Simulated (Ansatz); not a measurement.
Dissociation curve of GaSi (cation, charge +1), lowest singlet found (which spin is the ground state isn't settled by this scan).

Methods: RCCSD(T) = CCSD(T) on RHF/aug-cc-pVDZ, cores with 3d frozen (Ansatz, an electronic-structure program); RKS-PBE = Ansatz with restricted PBE/aug-cc-pVDZ; RKS-BLYP = restricted BLYP/aug-cc-pVDZ run with Ansatz; FCI = full CI/aug-cc-pVDZ, cores with 3d frozen (Ansatz).

Cost and accuracy over the 11 points of the scan, with FCI as yardstick. Costs are rough ratios of core time within Ansatz on shared cores, each with its mean field (Kohn-Sham runs search longer for lower solutions than correlated ones do); the miss is the largest error against full CI of the curve after the mean shift, in eV.

### Question
Which is the cheapest of these levels that stays within 0.035 eV of FCI?

### Answer
RCCSD(T).

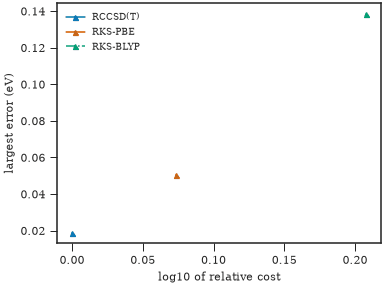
Miss against cost, one point a level.

```json
[
 {"level": "RCCSD(T)", "relative cost": "1", "largest error": "0.019"},
 {"level": "RKS-PBE", "relative cost": "1", "largest error": "0.050"},
 {"level": "RKS-BLYP", "relative cost": "2", "largest error": "0.138"}
]
```

Costs within a factor of two of each other count as equal.

The scan ran from 1.67 to 7.89 Å; beyond the distances shown full CI changes its symmetry label. The restricted form behind RKS-PBE, RKS-BLYP keeps the bonding electrons paired and can't separate into open-shell fragments. Also computed but left out beside FCI, since their determinant holds another spin at the minimum (<S²> over 0.7 above the pure value): UHF, UMP2, UCCSD, UCCSD(T), UKS-BLYP, UKS-PBE, UKS-B3LYP/6-31G*, UMP2/3-21G, UHF/3-21G.
